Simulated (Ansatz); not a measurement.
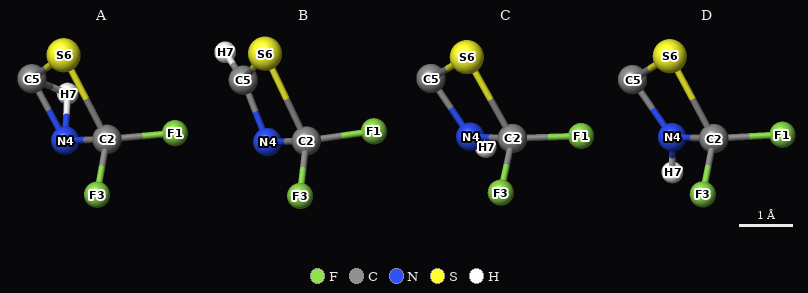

4 geometries from a converged minimum-energy path of C₂HF₂NS, shuffled. A ball-and-stick model, seen from a free direction.

All numbers below come from UKS B3LYP/def2-SVP (Ansatz). Run with 5 movable images; climbing image; force threshold 0.05 eV/Å; iteration limit 60; starting path through a guess of the saddle point.

Which of them lies highest in energy?

Answer. A. In order along the path, whose images run from 0 to 6: B (image 1, +5.7 kcal/mol), A (image 3, +78.4 kcal/mol), C (image 5, +32.1 kcal/mol), D (image 6, +26.7 kcal/mol). A hydrogen atom shifts from one atom to another. Breaking: C5–H7 (1.10 → 1.29 at the top → 2.12 Å). Forming: N4–H7 (2.13 → 1.27 at the top → 1.02 Å).
